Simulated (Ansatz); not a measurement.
# CH5FNSi radical: an energy map over bond length C1–Si2 and angle H6–C1–Si2

How does the energy of CH5FNSi, SMILES C[Si](N)F, spin multiplicity 2 change over two coordinates at once? A grid of runs gives the map.

The runs use Ansatz 0.2.0; UKS PBE-D4/def2-SVP.

## 1. The starting structure

SMILES `C[Si](N)F`, 9 atoms, charge 0, spin multiplicity 2.

Atoms are counted from 1 here; the program's logs count them from 0.

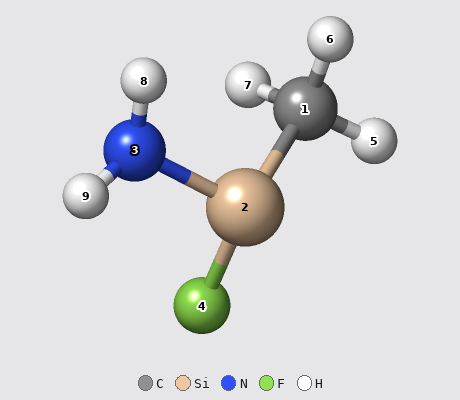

Start geometry, drawn with carbon grey, silicon light orange, nitrogen blue, fluorine green, hydrogen white; atoms are numbered from 1 in the order of the file.

As a file:

```xyz
9

C    -0.5160    1.0578   -0.6631
Si    0.7975   -0.2628   -0.3269
N     0.3669   -1.0451    1.1805
F     0.6802   -1.4469   -1.4765
H    -0.3316    1.5631   -1.6317
H    -0.5081    1.8306    0.1329
H    -1.5191    0.5821   -0.6906
H     0.2287   -0.4428    1.9994
H     0.8899   -1.8821    1.4591
```

This geometry comes from a loose relaxation at PBE in a small basis, which is not shown.

## 2. The minimum at this level

File input.yaml:

```yaml
crystal:
  periodic: [false, false, false]
  atoms:
    - { symbol: C, position_ang: [-0.515954, 1.057808, -0.663124] }
    - { symbol: Si, position_ang: [0.79754, -0.262827, -0.326878] }
    - { symbol: "N", position_ang: [0.36692, -1.045083, 1.180497] }
    - { symbol: F, position_ang: [0.680162, -1.446892, -1.476546] }
    - { symbol: H, position_ang: [-0.331604, 1.563066, -1.63167] }
    - { symbol: H, position_ang: [-0.508053, 1.830603, 0.132896] }
    - { symbol: H, position_ang: [-1.519094, 0.582061, -0.690586] }
    - { symbol: H, position_ang: [0.228743, -0.442834, 1.999445] }
    - { symbol: H, position_ang: [0.889941, -1.882102, 1.459065] }
magnetization:
  spin_polarized: true
  initial_magnetization: 1
basis:
  gaussian: { orbitals: def2-SVP }
hamiltonian:
  xc: pbe
  dispersion: d4
output:
  forces: true
relax:
  f_tol: 0.003
  max_steps: 120
```

On the command line:

```bash
$ ansatz run input.yaml --threads 1 --pin off --max-ram 2560MiB --backend cpu --events-out ev --progress --plain --runs-dir out
```

Standard output (excerpt; [...] marks lines left out):

```text
Warning: RAYON_NUM_THREADS=1 ignored (pool sized by the plan → 1); use --threads N
[...]
Functional definition: PBE
[...]
964 factors; their error is unknown
[...]
mean field -13187.65276018 eV, -484.6373000247 hartree, gradient 1.7e-5 eV, S^2 0.751379; 0 other end points of the search recorded, 0 dependent functions left out
[...]
reference -13187.65279516 eV, -484.6373013102 hartree; 21, 20 occupied and 64, 65 virtual orbitals, 964 factors
relax step   1: F+E_penalty+E_count = -13187.81056286 eV  Δ(F+E_penalty+E_count) = +0.000e0 eV  max|allowed force component| = 2.079e-2 eV/Å  Δτ_max = 0.0000 Å  (30 SCF iters, accepted)
[...]
relax step   4: F+E_penalty+E_count = -13187.81059345 eV  Δ(F+E_penalty+E_count) = -5.121e-6 eV  max|allowed force component| = 4.226e-3 eV/Å  Δτ_max = 0.0034 Å  (24 SCF iters, accepted)
[...]
relax step   5: F+E_penalty+E_count = -13187.81059774 eV  Δ(F+E_penalty+E_count) = -4.299e-6 eV  max|allowed force component| = 2.400e-3 eV/Å  Δτ_max = 0.0046 Å  (24 SCF iters, accepted)
964 factors; their error is unknown
mean field -13187.65278183 eV, -484.6373008201 hartree, gradient 2.1e-5 eV, S^2 0.751381; 1 other end points of the search recorded, 0 dependent functions left out
[...]
reference -13187.65281682 eV, -484.6373021062 hartree; 21, 20 occupied and 64, 65 virtual orbitals, 964 factors
Total energy: -13187.81063274 eV, -484.6431017341 hartree
Atom 0 at    -0.516365     1.057445    -0.664213 Å, force    -0.000787    -0.000189    -0.000328 eV/Å
Atom 1 at     0.797101    -0.262544    -0.326355 Å, force     0.001410     0.001481     0.000979 eV/Å
Atom 2 at     0.366409    -1.043456     1.182089 Å, force    -0.001862     0.001867    -0.002273 eV/Å
Atom 3 at     0.677231    -1.447605    -1.473913 Å, force    -0.000167    -0.002400    -0.001319 eV/Å
Atom 4 at    -0.328149     1.567653    -1.629207 Å, force     0.000285     0.000162    -0.000221 eV/Å
Atom 5 at    -0.514366     1.826092     0.135548 Å, force     0.000077     0.000467     0.000632 eV/Å
Atom 6 at    -1.518306     0.579925    -0.699061 Å, force    -0.000237    -0.000015     0.000027 eV/Å
Atom 7 at     0.240322    -0.439535     2.001213 Å, force    -0.000058    -0.000125     0.002314 eV/Å
Atom 8 at     0.884725    -1.884176     1.456999 Å, force     0.001339    -0.001247     0.000189 eV/Å
Dipole moment:    -0.014373     0.205022     0.460487 e Å
```

Wall time 21 s (1 thread of Arm Neoverse V1, shared host); peak memory 0.16 GiB.

The steps of the relaxation:

| step | energy from step 1 (eV) | largest force component (eV/Å) |
| --- | --- | --- |
| 1 | 0.0000 | 0.0208 |
| 2 | 0.0000 | 0.0080 |
| 3 | 0.0000 | 0.0037 |
| 4 | 0.0000 | 0.0042 |
| 5 | 0.0000 | 0.0024 |

Close pairs (by a distance rule), those that changed most:

| bond | before (Å) | after (Å) | change (Å) |
| --- | --- | --- | --- |
| Si2–F4 | 1.655 | 1.654 | -0.001 |
| N3–H8 | 1.026 | 1.025 | -0.000 |
| N3–H9 | 1.026 | 1.025 | -0.000 |
| Si2–N3 | 1.752 | 1.752 | +0.000 |
| C1–H6 | 1.109 | 1.109 | -0.000 |
| C1–Si2 | 1.893 | 1.893 | -0.000 |
| C1–H5 | 1.108 | 1.108 | -0.000 |
| C1–H7 | 1.111 | 1.110 | -0.000 |

## 3. The grid

The axes are (1) bond length C1–Si2: 11 values from 1.552 to 2.839 Å; (2) angle H6–C1–Si2: 11 values from 65.7 to 155.7 °.

Nothing else is relaxed (all other coordinates rigid). Energies count from the relaxed molecule at the same level.

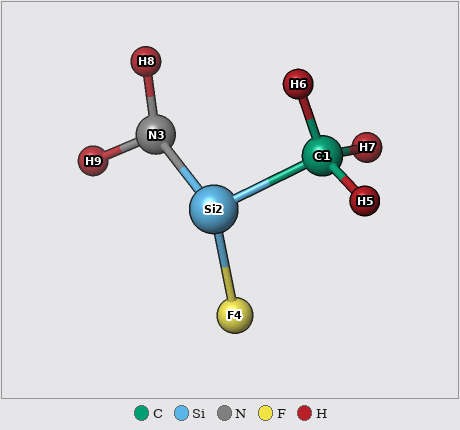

The geometry at bond length C1–Si2 = 1.681 Å, angle H6–C1–Si2 = 101.7°.

Below, 3 of the grid's runs; all are launched alike.

## 4. The run at bond length C1–Si2 = 1.681 Å, angle H6–C1–Si2 = 101.7°

File input.yaml:

```yaml
crystal:
  periodic: [false, false, false]
  atoms:
    - { symbol: C, position_ang: [-0.516365, 1.057445, -0.664213] }
    - { symbol: Si, position_ang: [0.650286, -0.115, -0.36412] }
    - { symbol: "N", position_ang: [0.219594, -0.895912, 1.144325] }
    - { symbol: F, position_ang: [0.530416, -1.300061, -1.511678] }
    - { symbol: H, position_ang: [-0.328149, 1.567653, -1.629207] }
    - { symbol: H, position_ang: [-0.385652, 1.732763, 0.206016] }
    - { symbol: H, position_ang: [-1.518306, 0.579925, -0.699061] }
    - { symbol: H, position_ang: [0.093507, -0.291991, 1.963448] }
    - { symbol: H, position_ang: [0.737911, -1.736633, 1.419235] }
magnetization:
  spin_polarized: true
  initial_magnetization: 1
basis:
  gaussian: { orbitals: def2-SVP }
hamiltonian:
  xc: pbe
  dispersion: d4
output:
  forces: true
```

On the command line:

```bash
$ ansatz run input.yaml --threads 1 --pin off --max-ram 2560MiB --backend cpu --events-out ev --progress --plain --runs-dir out
```

Standard output (excerpt; [...] marks lines left out):

```text
Warning: RAYON_NUM_THREADS=1 ignored (pool sized by the plan → 1); use --threads N
[...]
[... 1 set-up line as earlier in the session ...]
[...]
964 factors; their error is unknown
[...]
mean field -13187.06050395 eV, -484.6155350094 hartree, gradient 1.2e-5 eV, S^2 0.751295; 0 other end points of the search recorded, 0 dependent functions left out
[...]
reference -13187.06053805 eV, -484.6155362628 hartree; 21, 20 occupied and 64, 65 virtual orbitals, 964 factors
Total energy: -13187.22296918 eV, -484.6215054965 hartree
Atom 0 at    -0.516365     1.057445    -0.664213 Å, force    -3.146709     3.326465    -1.001512 eV/Å
Atom 1 at     0.650286    -0.115000    -0.364120 Å, force     3.686237    -4.050072     0.773389 eV/Å
Atom 2 at     0.219594    -0.895912     1.144325 Å, force     0.043338    -0.107246     0.089532 eV/Å
Atom 3 at     0.530416    -1.300061    -1.511678 Å, force     0.123674    -0.177804    -0.054799 eV/Å
Atom 4 at    -0.328149     1.567653    -1.629207 Å, force    -0.110903     0.306236     0.204265 eV/Å
Atom 5 at    -0.385652     1.732763     0.206016 Å, force    -0.523497     0.458642    -0.225557 eV/Å
Atom 6 at    -1.518306     0.579925    -0.699061 Å, force    -0.098309     0.245383     0.164537 eV/Å
Atom 7 at     0.093507    -0.291991     1.963448 Å, force     0.023872    -0.031698     0.024250 eV/Å
Atom 8 at     0.737911    -1.736633     1.419235 Å, force     0.002297     0.030094     0.025895 eV/Å
Dipole moment:    -0.060903     0.274181     0.431072 e Å
```

It took 3.9 s on 1 thread of Arm Neoverse V1, shared host; peak memory 0.13 GiB.

That is 57 kJ/mol from the zero.

## 5. Grid point bond length C1–Si2 = 1.938 Å, angle H6–C1–Si2 = 146.7°

File input.yaml:

```yaml
crystal:
  periodic: [false, false, false]
  atoms:
    - { symbol: C, position_ang: [-0.516365, 1.057445, -0.664213] }
    - { symbol: Si, position_ang: [0.82865, -0.29425, -0.31824] }
    - { symbol: "N", position_ang: [0.397958, -1.075162, 1.190204] }
    - { symbol: F, position_ang: [0.70878, -1.479311, -1.465798] }
    - { symbol: H, position_ang: [-0.328149, 1.567653, -1.629207] }
    - { symbol: H, position_ang: [-0.998992, 1.994751, -0.319295] }
    - { symbol: H, position_ang: [-1.518306, 0.579925, -0.699061] }
    - { symbol: H, position_ang: [0.271871, -0.471241, 2.009328] }
    - { symbol: H, position_ang: [0.916274, -1.915882, 1.465114] }
magnetization:
  spin_polarized: true
  initial_magnetization: 1
basis:
  gaussian: { orbitals: def2-SVP }
hamiltonian:
  xc: pbe
  dispersion: d4
output:
  forces: true
```

On the command line:

```bash
$ ansatz run input.yaml --threads 1 --pin off --max-ram 2560MiB --backend cpu --events-out ev --progress --plain --runs-dir out
```

Standard output (excerpt; [...] marks lines left out):

```text
Warning: RAYON_NUM_THREADS=1 ignored (pool sized by the plan → 1); use --threads N
[...]
[... 1 set-up line as earlier in the session ...]
[...]
964 factors; their error is unknown
[...]
mean field -13186.85136026 eV, -484.6078491207 hartree, gradient 2.8e-5 eV, S^2 0.751448; 0 other end points of the search recorded, 0 dependent functions left out
[...]
reference -13186.85139438 eV, -484.6078503747 hartree; 21, 20 occupied and 64, 65 virtual orbitals, 964 factors
Total energy: -13187.00650932 eV, -484.6135507433 hartree
Atom 0 at    -0.516365     1.057445    -0.664213 Å, force    -0.936514     0.368218    -0.748824 eV/Å
Atom 1 at     0.828650    -0.294250    -0.318240 Å, force    -0.407202     0.916359     0.487301 eV/Å
Atom 2 at     0.397958    -1.075162     1.190204 Å, force     0.058423    -0.002634    -0.088221 eV/Å
Atom 3 at     0.708780    -1.479311    -1.465798 Å, force    -0.155819     0.172533     0.031629 eV/Å
Atom 4 at    -0.328149     1.567653    -1.629207 Å, force     0.234752    -0.897872    -0.841791 eV/Å
Atom 5 at    -0.998992     1.994751    -0.319295 Å, force     1.127680     0.350830     1.905941 eV/Å
Atom 6 at    -1.518306     0.579925    -0.699061 Å, force     0.108508    -0.919295    -0.694794 eV/Å
Atom 7 at     0.271871    -0.471241     2.009328 Å, force    -0.012541     0.038237    -0.035245 eV/Å
Atom 8 at     0.916274    -1.915882     1.465114 Å, force    -0.017288    -0.026375    -0.015995 eV/Å
Dipole moment:    -0.031675     0.178685     0.424083 e Å
```

Wall time 3.2 s (1 thread of Arm Neoverse V1, shared host); peak memory 0.13 GiB.

Energy on the map's scale: 78 kJ/mol.

## 6. Point bond length C1–Si2 = 1.938 Å, angle H6–C1–Si2 = 110.7°

input.yaml: that of step 5 with these lines changed.

```diff
@@ -8,3 +8,3 @@
     - { symbol: H, position_ang: [-0.328149, 1.567653, -1.629207] }
-    - { symbol: H, position_ang: [-0.998992, 1.994751, -0.319295] }
+    - { symbol: H, position_ang: [-0.514482, 1.826168, 0.135475] }
     - { symbol: H, position_ang: [-1.518306, 0.579925, -0.699061] }
```

On the command line:

```bash
$ ansatz run input.yaml --threads 1 --pin off --max-ram 2560MiB --backend cpu --events-out ev --progress --plain --runs-dir out
```

Standard output (excerpt; [...] marks lines left out):

```text
Warning: RAYON_NUM_THREADS=1 ignored (pool sized by the plan → 1); use --threads N
[...]
[... 1 set-up line as earlier in the session ...]
[...]
964 factors; their error is unknown
[...]
mean field -13187.63838840 eV, -484.6367718715 hartree, gradient 1.6e-5 eV, S^2 0.751422; 0 other end points of the search recorded, 0 dependent functions left out
[...]
reference -13187.63842336 eV, -484.6367731560 hartree; 21, 20 occupied and 64, 65 virtual orbitals, 964 factors
Total energy: -13187.79529956 eV, -484.6425382501 hartree
Atom 0 at    -0.516365     1.057445    -0.664213 Å, force     0.365354    -0.400572     0.112907 eV/Å
Atom 1 at     0.828650    -0.294250    -0.318240 Å, force    -0.415209     0.437415    -0.121713 eV/Å
Atom 2 at     0.397958    -1.075162     1.190204 Å, force    -0.010478     0.023095    -0.012628 eV/Å
Atom 3 at     0.708780    -1.479311    -1.465798 Å, force    -0.007980     0.010338     0.010033 eV/Å
Atom 4 at    -0.328149     1.567653    -1.629207 Å, force     0.029083    -0.024392    -0.003581 eV/Å
Atom 5 at    -0.514482     1.826168     0.135475 Å, force     0.022693    -0.017756     0.014546 eV/Å
Atom 6 at    -1.518306     0.579925    -0.699061 Å, force     0.019647    -0.023187     0.005074 eV/Å
Atom 7 at     0.271871    -0.471241     2.009328 Å, force    -0.003246     0.003656     0.000530 eV/Å
Atom 8 at     0.916274    -1.915882     1.465114 Å, force     0.000136    -0.008597    -0.005169 eV/Å
Dipole moment:    -0.002326     0.188986     0.467313 e Å
```

It took 3.6 s on 1 thread of Arm Neoverse V1, shared host; peak memory 0.13 GiB.

Energy on the map's scale: 1.5 kJ/mol.

## 7. The map

121 points were computed. Energies in kJ/mol, from the relaxed molecule at the same level:

| angle H6–C1–Si2 (°) ↓, bond length C1–Si2 (Å) → | 1.552 | 1.681 | 1.809 | 1.938 | 2.067 | 2.195 | 2.324 | 2.453 | 2.581 | 2.710 | 2.839 |
| --- | --- | --- | --- | --- | --- | --- | --- | --- | --- | --- | --- |
| 155.7 | 254 | 151 | 116 | 119 | 141 | 173 | 207 | 241 | 271 | 297 | 317 |
| 146.7 | 218 | 113 | 77 | 78 | 99 | 129 | 163 | 197 | 228 | 255 | 277 |
| 137.7 | 191 | 84 | 45 | 45 | 65 | 95 | 129 | 162 | 193 | 221 | 243 |
| 128.7 | 172 | 63 | 23 | 21 | 40 | 69 | 102 | 136 | 167 | 194 | 216 |
| 119.7 | 162 | 52 | 10 | 7 | 24 | 52 | 85 | 117 | 148 | 175 | 197 |
| 110.7 | 162 | 49 | 6 | 1 | 18 | 45 | 76 | 107 | 137 | 163 | 184 |
| 101.7 | 171 | 57 | 12 | 6 | 20 | 45 | 75 | 105 | 133 | 157 | 178 |
| 92.7 | 190 | 74 | 27 | 19 | 32 | 55 | 82 | 110 | 136 | 158 | 177 |
| 83.7 | 221 | 103 | 53 | 42 | 52 | 73 | 97 | 122 | 145 | 165 | 181 |
| 74.7 | 268 | 144 | 91 | 76 | 82 | 99 | 119 | 140 | 160 | 176 | 189 |
| 65.7 | 340 | 206 | 144 | 122 | 122 | 134 | 149 | 165 | 179 | 191 | 200 |

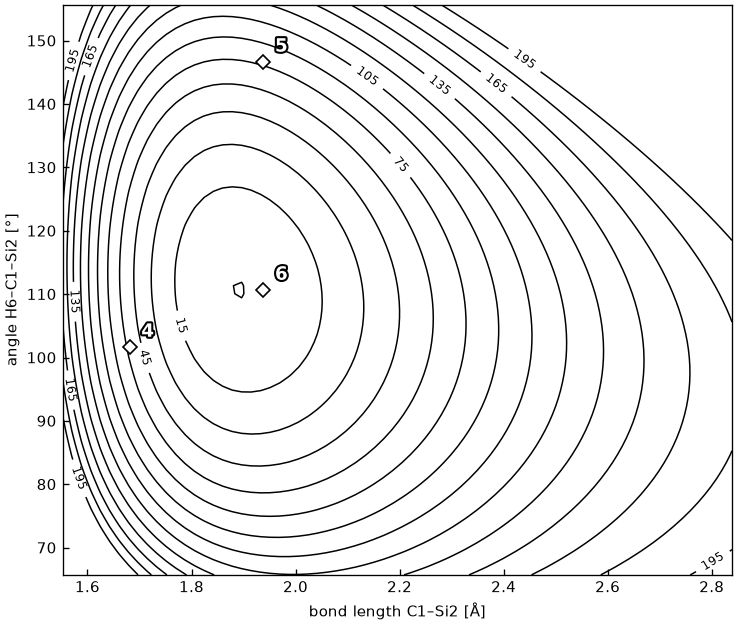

The map; numbers mark the steps of this session that print a point's run. The picture shows contour lines labelled in kJ/mol.

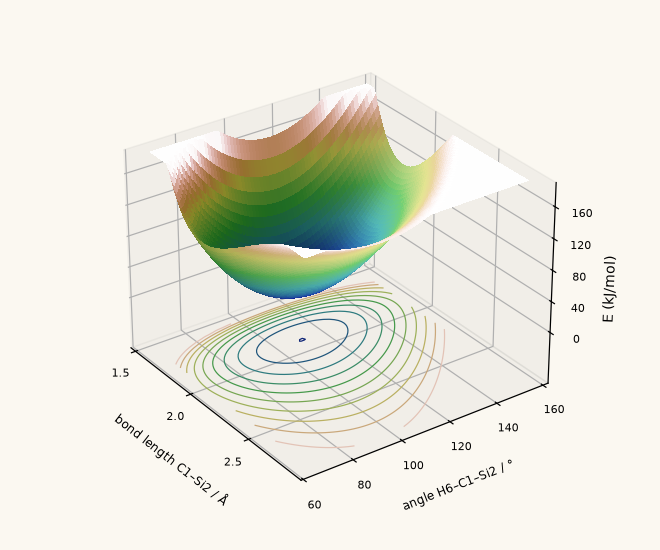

The same map in relief. The picture shows a relief with its contours projected below, any walls above the top of the colour scale cut off. Between grid points the surface is interpolated.

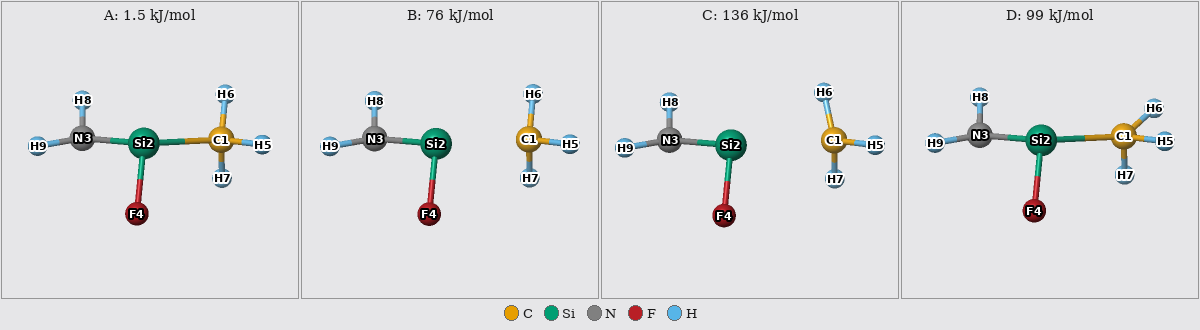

Structures on the grid, at one scale: A at bond length C1–Si2 = 1.938 Å, angle H6–C1–Si2 = 110.7°; B at bond length C1–Si2 = 2.324 Å, angle H6–C1–Si2 = 110.7°; C at bond length C1–Si2 = 2.581 Å, angle H6–C1–Si2 = 92.7°; D at bond length C1–Si2 = 2.067 Å, angle H6–C1–Si2 = 146.7°.

On the same grid, largest force on an atom (eV/Å):

| angle H6–C1–Si2 (°) ↓, bond length C1–Si2 (Å) → | 1.552 | 1.681 | 1.809 | 1.938 | 2.067 | 2.195 | 2.324 | 2.453 | 2.581 | 2.710 | 2.839 |
| --- | --- | --- | --- | --- | --- | --- | --- | --- | --- | --- | --- |
| 155.7 | 13.9 | 7.0 | 3.2 | 2.8 | 2.8 | 2.9 | 2.9 | 2.9 | 2.9 | 2.9 | 2.8 |
| 146.7 | 13.9 | 7.0 | 3.2 | 2.2 | 2.3 | 2.4 | 2.5 | 2.4 | 2.4 | 2.4 | 2.3 |
| 137.7 | 13.7 | 6.8 | 2.9 | 1.7 | 1.9 | 2.4 | 2.5 | 2.5 | 2.3 | 2.0 | 1.8 |
| 128.7 | 13.3 | 6.4 | 2.5 | 1.1 | 1.9 | 2.3 | 2.5 | 2.5 | 2.3 | 2.1 | 1.8 |
| 119.7 | 12.8 | 5.9 | 2.0 | 0.7 | 1.8 | 2.3 | 2.5 | 2.5 | 2.3 | 2.1 | 1.8 |
| 110.7 | 12.4 | 5.5 | 1.6 | 0.6 | 1.7 | 2.3 | 2.4 | 2.4 | 2.3 | 2.0 | 1.8 |
| 101.7 | 12.5 | 5.5 | 1.6 | 1.1 | 2.0 | 2.2 | 2.4 | 2.4 | 2.2 | 2.0 | 1.8 |
| 92.7 | 12.6 | 5.6 | 1.8 | 1.6 | 2.4 | 2.6 | 2.5 | 2.3 | 2.1 | 1.9 | 1.7 |
| 83.7 | 12.7 | 5.8 | 2.1 | 1.9 | 2.7 | 2.9 | 2.7 | 2.3 | 2.0 | 1.8 | 1.5 |
| 74.7 | 13.2 | 6.2 | 2.7 | 2.3 | 2.9 | 3.0 | 2.8 | 2.4 | 1.9 | 1.6 | 1.4 |
| 65.7 | 14.3 | 7.2 | 3.8 | 3.2 | 2.9 | 2.9 | 2.6 | 2.2 | 1.7 | 1.3 | 1.2 |

## 8. What came out

```
                       quantity                                                                                                                                                    value
                   lowest point                                                                                       bond length C1–Si2 = 1.938 Å, angle H6–C1–Si2 = 110.7°, 1.5 kJ/mol
         highest computed point                                                                       bond length C1–Si2 = 1.552 Å, angle H6–C1–Si2 = 65.7°, 339 kJ/mol above the lowest
largest force on an atom (eV/Å)  0.6 at bond length C1–Si2 = 1.938 Å, angle H6–C1–Si2 = 110.7° to 14.3 at bond length C1–Si2 = 1.552 Å, angle H6–C1–Si2 = 65.7°; 0.6 at the lowest point
        time for the whole task                                                                                                                          14 min on 1 thread, shared host
```

The lowest computed point is at bond length C1–Si2 = 1.938 Å, angle H6–C1–Si2 = 110.7°, 1.5 kJ/mol from the relaxed molecule at the same level. The grid is coarse, so the lowest point of the scanned range may lie between grid points; coordinates that were held can hide deeper minima. The grid shows no other well, apart from its symmetry copies. The highest computed point, bond length C1–Si2 = 1.552 Å, angle H6–C1–Si2 = 65.7°, lies 339 kJ/mol above the lowest. Round the minimum the two coordinates are nearly uncoupled.
